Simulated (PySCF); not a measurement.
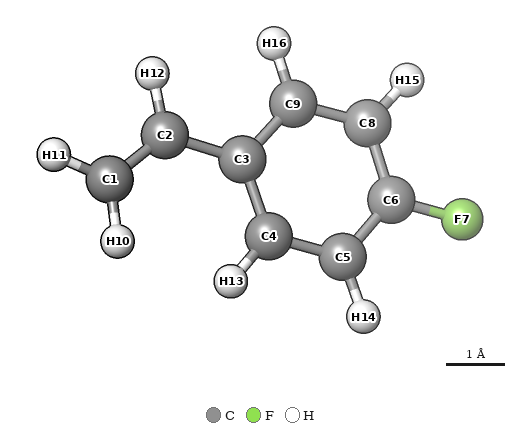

Figure 1. The structure as given in the input (ball-and-stick view, seen at a tilt; atoms are numbered from 1 in the order of the input).

## Two runs on C₈H₇F

System: C₈H₇F, SMILES C=Cc1ccc(F)cc1.
Method of run A: GIAO WP04/pcSseg-1 NMR shielding, non-relativistic, IEF-PCM chloroform (PySCF 2.14.0).

The geometry comes from this level: PBE0-D3(BJ)/def2-SVP. Text and figures count atoms from 1; the logs count them from 0 in places.

### Input, run A
```
{"job": {"xc": "WP04", "basis": "pcSseg-1", "solvent": "chloroform", "kind": "nmr", "pop": true}, "charge": 0, "multiplicity": 1}
C      2.863865     0.181461    -0.348452
C      1.817679    -0.638500    -0.193632
C      0.408083    -0.265605    -0.026351
C     -0.039471     1.066405    -0.035909
C     -1.382592     1.377907     0.128462
C     -2.300437     0.346459     0.305471
F     -3.589073     0.642010     0.463608
C     -1.899096    -0.982295     0.319364
C     -0.549082    -1.275918     0.152778
H      2.762304     1.269667    -0.363918
H      3.873792    -0.217890    -0.464635
H      2.006552    -1.717995    -0.186134
H      0.675819     1.879158    -0.176567
H     -1.734928     2.410987     0.121075
H     -2.644527    -1.766803     0.459906
H     -0.225176    -2.319972     0.162844
```

The first line tells a small driver script what to run in PySCF; the rest is the geometry in Å.

Command:
```bash
OMP_NUM_THREADS=1 python <driver script> task.json out
```

Hardware: 1 CPU thread, shared host.

### Output (run A)
```
coarse grid: 14120 points
cycle   1  E = -417.9554301133  dE =  1.259e+00  |g| = 8.370e-01  |ddm| = 4.121e+00
cycle   2  E = -417.8740775949  dE =  8.135e-02  |g| = 1.097e+00  |ddm| = 1.618e+00
cycle   3  E = -418.0853227444  dE = -2.112e-01  |g| = 1.821e-01  |ddm| = 9.552e-01
cycle   4  E = -418.0929306674  dE = -7.608e-03  |g| = 4.276e-02  |ddm| = 1.803e-01
cycle   5  E = -418.0932813188  dE = -3.507e-04  |g| = 2.332e-02  |ddm| = 5.238e-02
cycle   6  E = -418.0934203935  dE = -1.391e-04  |g| = 4.175e-03  |ddm| = 2.500e-02
cycle   7  E = -418.0934234619  dE = -3.068e-06  |g| = 2.392e-03  |ddm| = 4.793e-03
final grid: 138872 points
cycle   8  E = -418.1822853056  dE = -6.077e-05  |g| = 9.197e-03  |ddm| = 6.853e-02
cycle   9  E = -418.1822563057  dE =  2.900e-05  |g| = 1.460e-02  |ddm| = 2.151e-02
cycle  10  E = -418.1823054290  dE = -4.912e-05  |g| = 2.378e-03  |ddm| = 1.349e-02
cycle  11  E = -418.1823067858  dE = -1.357e-06  |g| = 5.060e-04  |ddm| = 1.995e-03
cycle  12  E = -418.1823068345  dE = -4.873e-08  |g| = 2.007e-04  |ddm| = 5.530e-04
cycle  13  E = -418.1823068427  dE = -8.163e-09  |g| = 3.707e-05  |ddm| = 1.807e-04
cycle  14  E = -418.1823068429  dE = -2.248e-10  |g| = 2.399e-05  |ddm| = 5.565e-05
converged SCF energy = -418.1823068429

GIAO shielding tensors (ppm)
atom      isotropic    diamagn.    paramagn.     s11        s22        s33       span
  0 C       54.016     256.718    -202.703    -55.904     60.992    156.959    212.863
  1 C       31.042     251.430    -220.388    -82.954     44.559    131.521    214.476
  2 C       33.888     258.689    -224.801    -57.849     -1.304    160.818    218.667
  3 C       42.240     254.648    -212.409    -60.500     22.517    164.703    225.203
  4 C       51.053     257.019    -205.966    -35.702     34.726    154.134    189.836
  5 C        1.498     258.156    -256.658    -84.618     18.363     70.749    155.367
  6 F      297.605     481.935    -184.330    224.804    302.597    365.416    140.612
  7 C       51.439     257.043    -205.604    -34.853     35.373    153.797    188.650
  8 C       35.722     254.203    -218.481    -61.151     20.891    147.427    208.578
  9 H       25.674      33.112      -7.439     23.367     23.952     29.701      6.335
 10 H       26.178      27.087      -0.909     24.448     24.783     29.304      4.856
 11 H       25.179      31.780      -6.601     22.481     23.907     29.149      6.668
 12 H       23.838      34.667     -10.830     19.523     23.675     28.316      8.793
 13 H       24.531      29.677      -5.146     21.000     24.939     27.654      6.654
 14 H       24.573      29.087      -4.514     21.174     24.947     27.598      6.424
 15 H       24.494      33.271      -8.777     21.024     24.334     28.124      7.100
```

The input of run B differs as follows (lines with − go, lines with + come):
```diff
-"xc": "WP04"
+"xc": "LC-wPBE"
-"solvent": "chloroform"
-"pop": true
+"pop": false
```

What does this change do to the results?

The total energies belong to different models, so their difference says nothing on which is more stable or more accurate. The HOMO goes from −7.75 to −9.03 eV. The LUMO goes from −3.18 to 0.91 eV. The dipole moment goes from 1.77 to 1.31 D. Of all shieldings, the largest change is that of C3, by +14.2 ppm. The functional changes from WP04 to LC-wPBE. The SCF takes 13 iterations against 14.

### Output (run B)
```
coarse grid: 14120 points
cycle   1  E = -408.4130888751  dE =  2.016e+00  |g| = 5.298e-01  |ddm| = 3.896e+00
cycle   2  E = -408.4399349957  dE = -2.685e-02  |g| = 5.020e-01  |ddm| = 8.274e-01
cycle   3  E = -408.4775712943  dE = -3.764e-02  |g| = 6.316e-02  |ddm| = 3.860e-01
cycle   4  E = -408.4784497240  dE = -8.784e-04  |g| = 2.357e-02  |ddm| = 9.921e-02
cycle   5  E = -408.4785796261  dE = -1.299e-04  |g| = 7.076e-03  |ddm| = 3.467e-02
cycle   6  E = -408.4785929597  dE = -1.333e-05  |g| = 1.377e-03  |ddm| = 8.499e-03
cycle   7  E = -408.4785944873  dE = -1.528e-06  |g| = 7.951e-04  |ddm| = 3.148e-03
final grid: 138872 points
cycle   8  E = -408.5549255236  dE = -6.068e-05  |g| = 9.760e-03  |ddm| = 5.668e-02
cycle   9  E = -408.5549254664  dE =  5.730e-08  |g| = 1.073e-02  |ddm| = 1.696e-02
cycle  10  E = -408.5549406720  dE = -1.521e-05  |g| = 4.855e-04  |ddm| = 7.416e-03
cycle  11  E = -408.5549407289  dE = -5.690e-08  |g| = 1.933e-04  |ddm| = 6.395e-04
cycle  12  E = -408.5549407394  dE = -1.051e-08  |g| = 4.584e-05  |ddm| = 2.615e-04
cycle  13  E = -408.5549407400  dE = -6.443e-10  |g| = 1.935e-05  |ddm| = 7.408e-05
converged SCF energy = -408.5549407400

GIAO shielding tensors (ppm)
atom      isotropic    diamagn.    paramagn.     s11        s22        s33       span
  0 C       64.509     255.489    -190.980    -55.764     75.970    173.322    229.086
  1 C       40.980     250.119    -209.139    -83.050     58.924    147.065    230.115
  2 C       48.128     259.537    -211.409    -52.890     17.105    180.169    233.058
  3 C       52.330     253.002    -200.672    -57.074     31.296    182.768    239.842
  4 C       62.566     256.119    -193.552    -29.308     47.053    169.954    199.262
  5 C       12.727     255.343    -242.616    -82.872     30.825     90.229    173.101
  6 F      301.398     476.168    -174.770    227.148    298.002    379.044    151.896
  7 C       63.057     256.439    -193.382    -28.278     47.963    169.485    197.763
  8 C       45.213     252.758    -207.545    -57.796     29.965    163.471    221.267
  9 H       25.090      32.148      -7.058     22.745     23.077     29.449      6.704
 10 H       25.607      27.320      -1.713     23.535     24.113     29.175      5.640
 11 H       24.614      30.963      -6.349     21.824     23.135     28.882      7.058
 12 H       23.235      33.538     -10.303     18.814     23.089     27.802      8.988
 13 H       24.034      29.522      -5.487     20.364     24.644     27.094      6.730
 14 H       24.098      29.114      -5.016     20.586     24.673     27.034      6.449
 15 H       23.990      32.488      -8.497     20.501     23.875     27.595      7.094
```

### The two runs side by side

```csv
quantity,run A,run B
outcome,converged,converged
total energy (hartree),−418.182307,−408.554941
HOMO (eV),−7.75,−9.03
LUMO (eV),−3.18,0.91
dipole moment (D),1.77,1.31
shielding of C1 (ppm),54.0,64.5
shielding of C2 (ppm),31.0,41.0
shielding of C3 (ppm),33.9,48.1
shielding of C4 (ppm),42.2,52.3
shielding of C5 (ppm),51.1,62.6
shielding of C6 (ppm),1.5,12.7
shielding of C8 (ppm),51.4,63.1
SCF iterations,14,13
basis functions,188,188
wall time (shared host),27 s,44 s
```
